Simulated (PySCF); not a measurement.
# C5H14BNSi2 (SMILES CC#C[SiH2][SiH2]NB(C)C): what the fields show

Input file:

```
{"job": {"kind": "nmr", "xc": "PBE0", "basis": "pcSseg-1"}, "charge": 0, "multiplicity": 1}
C      4.922918     2.100757    -0.135707
C      3.775903     1.236651     0.041576
C      2.820662     0.516038     0.190229
Si     1.341426    -0.565003     0.429902
Si    -0.071327    -0.429869    -1.394471
N     -1.688251    -0.002574    -0.878742
B     -2.542128    -0.607645     0.051934
C     -2.106378    -1.938694     0.798165
C     -3.932982     0.082011     0.400123
H      4.741872     2.801511    -0.950993
H      5.109815     2.663480     0.779089
H      5.806006     1.506235    -0.369914
H      0.737474    -0.129400     1.701925
H      1.870507    -1.922975     0.654036
H     -0.162156    -1.677726    -2.173587
H      0.262037     0.637939    -2.352445
H     -2.048100     0.834471    -1.313520
H     -1.827815    -1.718609     1.828339
H     -1.258382    -2.438204     0.334050
H     -2.923125    -2.656345     0.852113
H     -4.326795     0.685672    -0.416093
H     -4.701303    -0.633538     0.683294
H     -3.804631     0.751903     1.250776
```

Launched as:

```sh
OMP_NUM_THREADS=1 python probes_run.py task.json out
```

Geometry: GFN2-xTB.

Computed with PySCF 2.14.0, PBE0/pcSseg-1, SCF density, gas phase, non-relativistic.

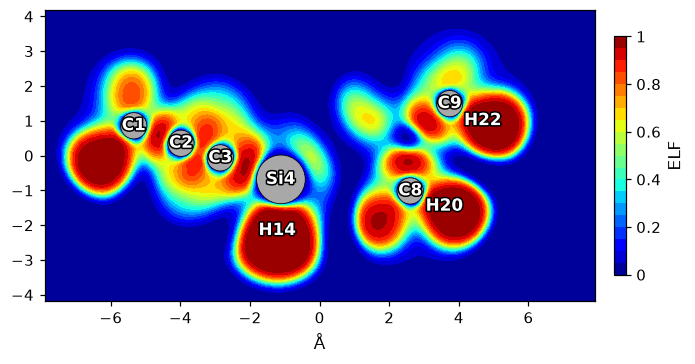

Figure 1. ELF on the plane of atoms C3, Si4 and H14. Grey discs cover the atomic cores.

Interpret the plot.

- The plane passes through C, Si and H nuclei.
- C–C (1.21 Å): the ELF peaks at about 0.85 between the atoms; a multiple bond.
- C–Si (1.85 Å): the ELF peaks at about 0.95 between the atoms (a shared electron pair).

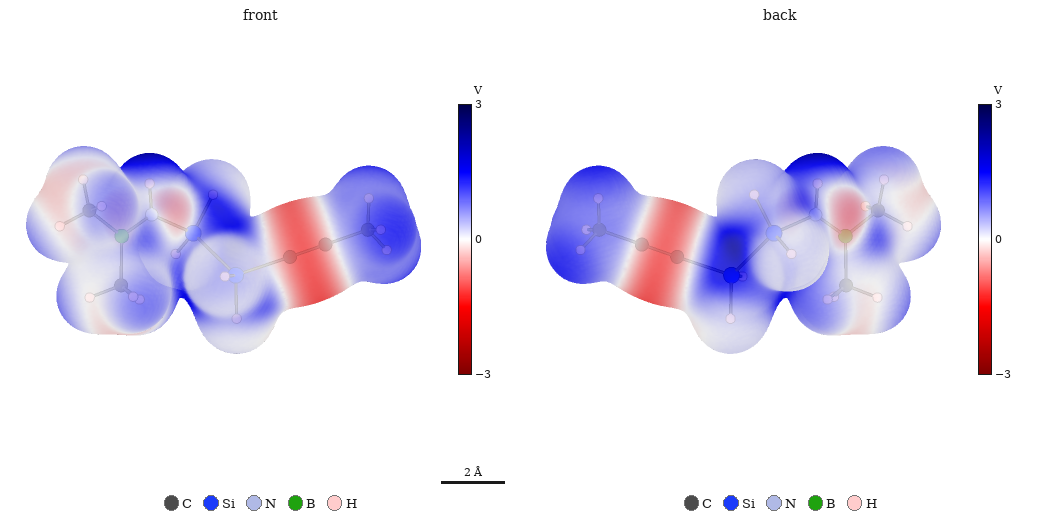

Figure 2. The electrostatic potential painted on the density surface at 0.004 e/bohr³, seen from the front and from behind; red is negative and blue positive.

Where is the surface potential most negative and most positive?

The most negative region (about −1.0 V) lies over C2 and C3, the most positive (about +2.1 V) over Si5 and H17.

What dipole moment does the calculation give?

Its dipole moment is 1.92 D.
